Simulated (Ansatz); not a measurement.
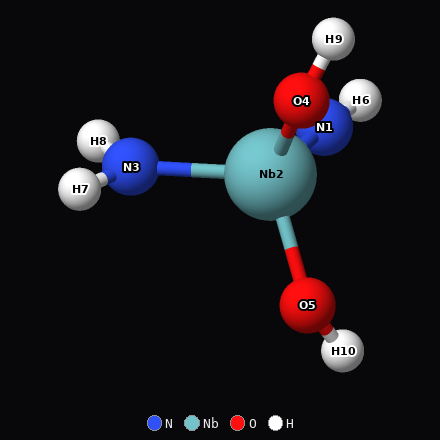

The system is H₅N₂NbO₂, SMILES [NH]=[Nb]([NH2])([OH])[OH]; the picture shows the reference structure. The first coordinate is: dihedral N3–Nb2–O4–H9; the second: dihedral N1–Nb2–N3–H7. Nothing is relaxed (all other coordinates rigid). The scan uses an 18 × 18 grid. Energies are in eV, from the lowest grid point. Computed with RKS PBE-D4/def2-SVP (Ansatz).

Its coordinates:

```xyz
10

N    -1.2622    0.4969   -1.0324
Nb    0.0122    0.2313    0.1623
N     0.7125   -1.5735   -0.2891
O    -0.6702    0.2513    1.9618
O     1.4136    1.5435    0.0267
H    -2.0134    0.7233   -1.6889
H     1.4753   -2.0197    0.2338
H     0.4014   -2.1956   -1.0392
H    -1.5786    0.2623    2.3055
H     1.5923    2.2290   -0.6376
```

Range: dihedral N3–Nb2–O4–H9 from −180 to 160°; dihedral N1–Nb2–N3–H7 from −180 to 160°.

### What landscape does the calculation give?

The lowest grid point is at dihedral N3–Nb2–O4–H9 = −100°, dihedral N1–Nb2–N3–H7 = −180°. There is a further well near dihedral N3–Nb2–O4–H9 = −100°, dihedral N1–Nb2–N3–H7 = 0° (0.008 eV above the lowest at that grid point). The highest grid point, dihedral N3–Nb2–O4–H9 = 0°, dihedral N1–Nb2–N3–H7 = 80°, lies 0.681 eV above the lowest. On the interpolated surface the easiest way out of the lowest well to its copy in the next cell or period passes a barrier of about 0.18 eV. Round the minimum the two coordinates are nearly uncoupled.

| dihedral N1–Nb2–N3–H7 ↓, dihedral N3–Nb2–O4–H9 → | −180 | −140 | −100 | −60 | −20 | 20 | 60 | 100 | 140 |
| --- | --- | --- | --- | --- | --- | --- | --- | --- | --- |
| 140 | 0.239 | 0.158 | 0.146 | 0.198 | 0.265 | 0.288 | 0.296 | 0.333 | 0.326 |
| 100 | 0.471 | 0.380 | 0.377 | 0.479 | 0.599 | 0.618 | 0.578 | 0.574 | 0.559 |
| 60 | 0.385 | 0.298 | 0.284 | 0.393 | 0.551 | 0.596 | 0.526 | 0.475 | 0.453 |
| 20 | 0.148 | 0.072 | 0.047 | 0.113 | 0.229 | 0.281 | 0.252 | 0.230 | 0.211 |
| −20 | 0.143 | 0.066 | 0.047 | 0.089 | 0.158 | 0.192 | 0.202 | 0.229 | 0.222 |
| −60 | 0.374 | 0.288 | 0.283 | 0.358 | 0.442 | 0.458 | 0.448 | 0.475 | 0.467 |
| −100 | 0.474 | 0.383 | 0.378 | 0.494 | 0.643 | 0.674 | 0.609 | 0.574 | 0.553 |
| −140 | 0.248 | 0.167 | 0.147 | 0.235 | 0.378 | 0.431 | 0.379 | 0.335 | 0.311 |
| −180 | 0.098 | 0.024 | 0.000 | 0.047 | 0.135 | 0.181 | 0.178 | 0.182 | 0.168 |

The table holds every second grid line.

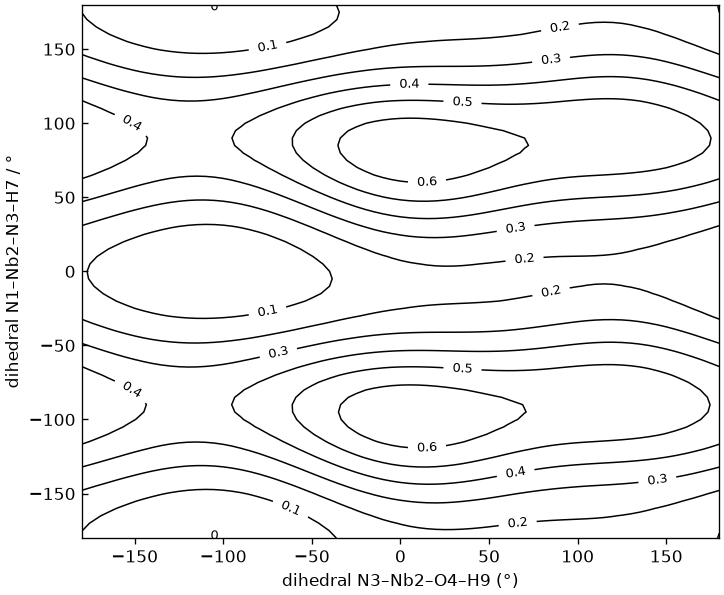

The picture shows contour lines labelled in eV. Between grid points the surface is interpolated.

The whole map (324 points run) took 22 min on 1 thread of Arm Neoverse V2 (shared host).
